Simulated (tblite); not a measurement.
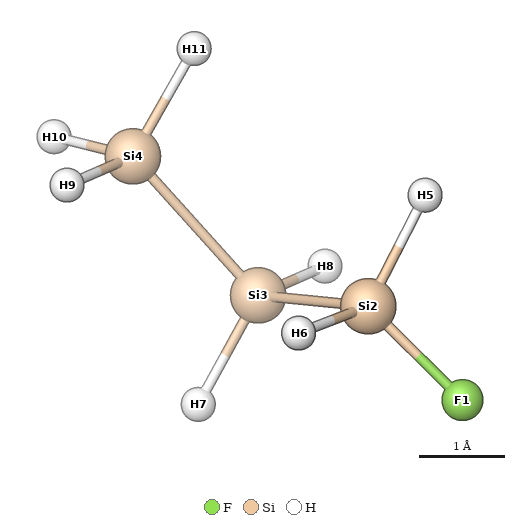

Fig. 1: The input geometry (ball-and-stick view, seen at a tilt; atoms are numbered from 1 in the order of the input). Bond lengths as drawn: F–Si 1.59 Å, H–Si 1.48 to 1.50 Å and Si–Si 2.28 to 2.30 Å.

# Si3H7F: geometry relaxation

Si3H7F, SMILES F[SiH2][SiH2][SiH3], computed with GFN2-xTB geometry optimisation, gas phase (tblite 0.8.0).

### The program's output
```
step      E/eV     max force
  0    -367.97981    1.229
  1    -368.02287    0.507
  2    -368.04606    0.412
  3    -368.05651    0.339
  4    -368.07136    0.277
  5    -368.08058    0.246
  6    -368.08773    0.283
  7    -368.09559    0.349
  8    -368.10504    0.402
  9    -368.11202    0.262
 10    -368.11517    0.128
 11    -368.11635    0.113
 12    -368.11734    0.103
 13    -368.11889    0.148
 14    -368.12100    0.143
 15    -368.12346    0.193
 16    -368.12554    0.175
 17    -368.12694    0.101
 18    -368.12802    0.112
 19    -368.12922    0.101
 20    -368.13077    0.139
 21    -368.13291    0.165
 22    -368.13570    0.148
 23    -368.13850    0.135
 24    -368.14037    0.099
 25    -368.14155    0.081
 26    -368.14271    0.097
 27    -368.14430    0.117
 28    -368.14665    0.151
 29    -368.14937    0.158
 30    -368.15139    0.086
 31    -368.15224    0.063
 32    -368.15264    0.066
 33    -368.15315    0.089
 34    -368.15392    0.113
 35    -368.15471    0.094
 36    -368.15516    0.038
 37    -368.15516    0.038
 38    -368.15521    0.020
 39    -368.15524    0.011
 40    -368.15525    0.011
 41    -368.15529    0.019
 42    -368.15531    0.020
 43    -368.15535    0.019
 44    -368.15538    0.016
 45    -368.15540    0.012
 46    -368.15542    0.011
 47    -368.15543    0.010
 48    -368.15543    0.008
 49    -368.15544    0.006
 50    -368.15544    0.005
 51    -368.15544    0.003
```

### Trajectory as extended XYZ (Å, eV, eV/Å), 12 frames, from step=0 to step=51
```
11
Properties=species:S:1:pos:R:3:forces:R:3 step=0 energy=-367.97981
F    -3.1105    0.1990   -0.6821   -0.5970   0.0370  -0.1470
Si   -1.7956    0.3044    0.2039    0.8560  -0.0850   0.8780
Si    0.0632   -0.3168   -1.0044   -0.2520   0.1170  -0.4130
Si    1.7663   -0.0707    0.4950    0.5060  -0.2130   0.3410
H    -1.9543   -0.5926    1.4004   -0.1980   0.4450  -0.5670
H    -1.6581    1.6986    0.6941   -0.3170  -0.3740  -0.1660
H     0.2668    0.5782   -2.1933   -0.0800  -0.4190   0.2760
H    -0.0289   -1.7190   -1.4864    0.0220   0.3020  -0.0700
H     1.8494    1.3238    0.9834    0.0670  -0.2950  -0.0310
H     3.0655   -0.4388   -0.1129   -0.1780   0.1200   0.2650
H     1.5415   -0.9636    1.6764    0.1710   0.3640  -0.3660
11
Properties=species:S:1:pos:R:3:forces:R:3 step=4 energy=-368.07136
F    -3.1175    0.2083   -0.6539   -0.0530   0.0330   0.1050
Si   -1.7665    0.2973    0.2231   -0.0430   0.0490  -0.2010
Si    0.0588   -0.3099   -1.0118    0.1470  -0.0500   0.2040
Si    1.7895   -0.0824    0.4990   -0.0920   0.0420  -0.2170
H    -1.9844   -0.5643    1.3662   -0.1930  -0.1230   0.1560
H    -1.6952    1.6744    0.6826   -0.1490   0.1290   0.0230
H     0.2592    0.5424   -2.1821   -0.0070   0.0000  -0.1750
H    -0.0281   -1.6909   -1.5004   -0.0160  -0.0030  -0.1190
H     1.8603    1.2953    0.9838    0.0790   0.0240   0.0530
H     3.0690   -0.4308   -0.0885    0.2670  -0.0290   0.0210
H     1.5604   -0.9368    1.6560    0.0600  -0.0720   0.1500
11
Properties=species:S:1:pos:R:3:forces:R:3 step=9 energy=-368.11202
F    -3.1544    0.2247   -0.6109    0.0200  -0.0150  -0.0530
Si   -1.7721    0.3022    0.2216   -0.1790   0.0060   0.1130
Si    0.0836   -0.3143   -1.0013   -0.1570   0.0560  -0.0850
Si    1.8281   -0.0915    0.4774    0.1870  -0.0260   0.1820
H    -2.0670   -0.5653    1.3666    0.0180   0.0560  -0.0820
H    -1.7744    1.6928    0.6775   -0.0030  -0.0460  -0.0240
H     0.2490    0.5051   -2.2158    0.0020   0.0110   0.0420
H    -0.0327   -1.6732   -1.5499   -0.0060  -0.0480   0.0160
H     1.8969    1.2795    0.9973    0.0500  -0.0070  -0.0500
H     3.1475   -0.4300   -0.0556    0.0080   0.0080   0.0310
H     1.6008   -0.9274    1.6672    0.0600   0.0040  -0.0900
11
Properties=species:S:1:pos:R:3:forces:R:3 step=13 energy=-368.11889
F    -3.1631    0.2240   -0.6177   -0.0590  -0.0150  -0.0770
Si   -1.7924    0.3050    0.2276    0.0450  -0.0070  -0.0680
Si    0.0703   -0.3092   -0.9983    0.0560  -0.0200   0.0700
Si    1.8476   -0.0942    0.4842   -0.0860   0.0020  -0.1210
H    -2.0795   -0.5629    1.3627   -0.0300  -0.0290   0.0430
H    -1.7876    1.6933    0.6749   -0.0200   0.0320   0.0100
H     0.2475    0.5045   -2.2157   -0.0140   0.0140   0.0630
H    -0.0351   -1.6749   -1.5520   -0.0120   0.0610   0.0700
H     1.9133    1.2795    0.9923    0.0540   0.0140  -0.0180
H     3.1668   -0.4299   -0.0468    0.0200  -0.0020   0.0080
H     1.6177   -0.9324    1.6628    0.0460  -0.0500   0.0200
11
Properties=species:S:1:pos:R:3:forces:R:3 step=18 energy=-368.12802
F    -3.1853    0.2167   -0.6540    0.0660  -0.0050   0.0170
Si   -1.8271    0.3065    0.2174   -0.0070   0.0040   0.0180
Si    0.0611   -0.3010   -0.9689    0.0210   0.0190   0.0170
Si    1.8643   -0.1001    0.4692    0.0770   0.0050   0.0810
H    -2.1135   -0.5605    1.3589   -0.0480   0.0130  -0.0380
H    -1.8222    1.6962    0.6697   -0.0500  -0.0160  -0.0260
H     0.2386    0.5100   -2.1842   -0.0020   0.0570   0.0060
H    -0.0452   -1.6584   -1.5248   -0.0160  -0.0600   0.0290
H     1.9647    1.2761    0.9710   -0.0070  -0.0200  -0.0020
H     3.2004   -0.4294   -0.0288   -0.0340  -0.0190  -0.0830
H     1.6697   -0.9534    1.6487   -0.0020   0.0220  -0.0180
11
Properties=species:S:1:pos:R:3:forces:R:3 step=23 energy=-368.13850
F    -3.1781    0.2012   -0.7024    0.0170  -0.0190  -0.0500
Si   -1.8517    0.3079    0.2117    0.0570   0.0010   0.0190
Si    0.0764   -0.2893   -0.9248   -0.0950  -0.0160  -0.0200
Si    1.9119   -0.1056    0.4758   -0.0690  -0.0200  -0.1140
H    -2.1893   -0.5561    1.3380   -0.0240  -0.0140   0.0170
H    -1.8978    1.6991    0.6492   -0.0180   0.0260   0.0060
H     0.2255    0.5540   -2.1278    0.0200  -0.0690   0.0330
H    -0.0671   -1.6606   -1.4578    0.0420   0.0920   0.0010
H     2.0250    1.2718    0.9507    0.0210   0.0650   0.0850
H     3.2198   -0.4456   -0.0749    0.0410  -0.0320  -0.0900
H     1.7309   -0.9742    1.6364    0.0080  -0.0140   0.1120
11
Properties=species:S:1:pos:R:3:forces:R:3 step=27 energy=-368.14430
F    -3.1644    0.1901   -0.7320    0.0430  -0.0160  -0.0340
Si   -1.8602    0.3104    0.2157   -0.1020   0.0220   0.0210
Si    0.0693   -0.2834   -0.9039    0.0280   0.0380   0.0800
Si    1.9280   -0.1106    0.4672    0.0370   0.0210   0.0830
H    -2.2321   -0.5555    1.3299    0.0050  -0.0040   0.0250
H    -1.9394    1.7046    0.6400    0.0090   0.0120   0.0170
H     0.2238    0.5607   -2.0988    0.0160  -0.0180  -0.0560
H    -0.0688   -1.6486   -1.4308    0.0170  -0.0390  -0.0610
H     2.0569    1.2718    0.9574    0.0160  -0.1140  -0.0020
H     3.2292   -0.4590   -0.1164   -0.1090   0.0110  -0.0090
H     1.7631   -0.9778    1.6458    0.0410   0.0870  -0.0660
11
Properties=species:S:1:pos:R:3:forces:R:3 step=32 energy=-368.15264
F    -3.1326    0.1637   -0.8039   -0.0150   0.0030  -0.0020
Si   -1.8987    0.3188    0.2261    0.0220  -0.0110  -0.0120
Si    0.0624   -0.2655   -0.8480    0.0060  -0.0150  -0.0460
Si    1.9576   -0.1153    0.4658   -0.0340   0.0070   0.0150
H    -2.3045   -0.5542    1.3244   -0.0070   0.0330   0.0040
H    -2.0090    1.7176    0.6307   -0.0150  -0.0200   0.0200
H     0.2251    0.5669   -2.0540   -0.0020  -0.0120  -0.0080
H    -0.0666   -1.6299   -1.3917    0.0030   0.0070  -0.0100
H     2.1240    1.2485    0.9693    0.0440   0.0480   0.0120
H     3.2121   -0.4800   -0.1937   -0.0320   0.0010  -0.0050
H     1.8356   -0.9680    1.6491    0.0300  -0.0400   0.0330
11
Properties=species:S:1:pos:R:3:forces:R:3 step=37 energy=-368.15516
F    -3.1237    0.1565   -0.8252   -0.0300   0.0000  -0.0120
Si   -1.9063    0.3181    0.2221    0.0110  -0.0010   0.0080
Si    0.0624   -0.2628   -0.8386   -0.0010  -0.0010  -0.0380
Si    1.9575   -0.1113    0.4771    0.0080   0.0040   0.0260
H    -2.3301   -0.5402    1.3238    0.0000  -0.0130   0.0070
H    -2.0370    1.7116    0.6352    0.0040   0.0160  -0.0010
H     0.2256    0.5669   -2.0482    0.0010  -0.0140   0.0180
H    -0.0648   -1.6266   -1.3862    0.0070   0.0100   0.0050
H     2.1619    1.2521    0.9758    0.0020  -0.0100   0.0020
H     3.1883   -0.4854   -0.2196   -0.0020  -0.0020  -0.0070
H     1.8715   -0.9763    1.6579    0.0020   0.0090  -0.0070
11
Properties=species:S:1:pos:R:3:forces:R:3 step=41 energy=-368.15529
F    -3.1265    0.1569   -0.8248   -0.0060   0.0030   0.0090
Si   -1.9069    0.3181    0.2218   -0.0020   0.0010   0.0010
Si    0.0628   -0.2628   -0.8403   -0.0070   0.0030   0.0170
Si    1.9577   -0.1111    0.4782   -0.0040   0.0000  -0.0050
H    -2.3297   -0.5419    1.3241    0.0050   0.0030  -0.0100
H    -2.0362    1.7131    0.6347    0.0030  -0.0090  -0.0060
H     0.2261    0.5662   -2.0478    0.0040   0.0040  -0.0100
H    -0.0636   -1.6263   -1.3860    0.0050  -0.0050  -0.0020
H     2.1624    1.2516    0.9767    0.0030   0.0020   0.0050
H     3.1875   -0.4856   -0.2206   -0.0040   0.0000  -0.0030
H     1.8717   -0.9756    1.6581    0.0010   0.0000   0.0050
11
Properties=species:S:1:pos:R:3:forces:R:3 step=46 energy=-368.15542
F    -3.1343    0.1592   -0.8201   -0.0010   0.0020   0.0030
Si   -1.9092    0.3180    0.2203    0.0050  -0.0040  -0.0090
Si    0.0615   -0.2622   -0.8397    0.0050  -0.0010  -0.0090
Si    1.9567   -0.1103    0.4791   -0.0040   0.0010   0.0010
H    -2.3273   -0.5447    1.3214    0.0000   0.0030   0.0010
H    -2.0334    1.7135    0.6313   -0.0010  -0.0020   0.0020
H     0.2288    0.5651   -2.0493   -0.0010  -0.0040   0.0080
H    -0.0589   -1.6268   -1.3860    0.0010   0.0060   0.0040
H     2.1650    1.2511    0.9805    0.0010  -0.0010  -0.0020
H     3.1840   -0.4861   -0.2238   -0.0050   0.0010   0.0020
H     1.8726   -0.9742    1.6602    0.0010  -0.0010  -0.0030
11
Properties=species:S:1:pos:R:3:forces:R:3 step=51 energy=-368.15544
F    -3.1358    0.1598   -0.8190    0.0000   0.0000  -0.0010
Si   -1.9088    0.3176    0.2192   -0.0010   0.0000   0.0010
Si    0.0620   -0.2622   -0.8401   -0.0030   0.0010  -0.0010
Si    1.9560   -0.1100    0.4795    0.0010   0.0010   0.0030
H    -2.3267   -0.5444    1.3210    0.0020   0.0020   0.0000
H    -2.0330    1.7128    0.6312    0.0010  -0.0020   0.0010
H     0.2292    0.5649   -2.0490    0.0010   0.0020  -0.0020
H    -0.0582   -1.6265   -1.3856    0.0000  -0.0030   0.0000
H     2.1655    1.2511    0.9807    0.0000   0.0020  -0.0010
H     3.1826   -0.4860   -0.2239    0.0000   0.0000   0.0000
H     1.8727   -0.9743    1.6600   -0.0010  -0.0020   0.0000
```

The run was set up as follows.

### Input
```
{"job": {"xc": "GFN2-xTB", "basis": "xTB", "kind": "relax"}, "charge": 0, "multiplicity": 1}
F     -3.110500     0.199000    -0.682100
Si    -1.795600     0.304400     0.203900
Si     0.063200    -0.316800    -1.004400
Si     1.766300    -0.070700     0.495000
H     -1.954300    -0.592600     1.400400
H     -1.658100     1.698600     0.694100
H      0.266800     0.578200    -2.193300
H     -0.028900    -1.719000    -1.486400
H      1.849400     1.323800     0.983400
H      3.065500    -0.438800    -0.112900
H      1.541500    -0.963600     1.676400
```

The first line tells a small driver script what to run in tblite; the rest is the geometry in Å.

Run as:
```bash
OMP_NUM_THREADS=1 python <driver script> task.json out
```

### Summary

| quantity | value |
| --- | --- |
| outcome | converged |
| total energy | −368.1554 eV |
| hardware | 1 CPU thread, shared host |
| wall time | 0.88 s |
| peak memory | 0.18 GiB |
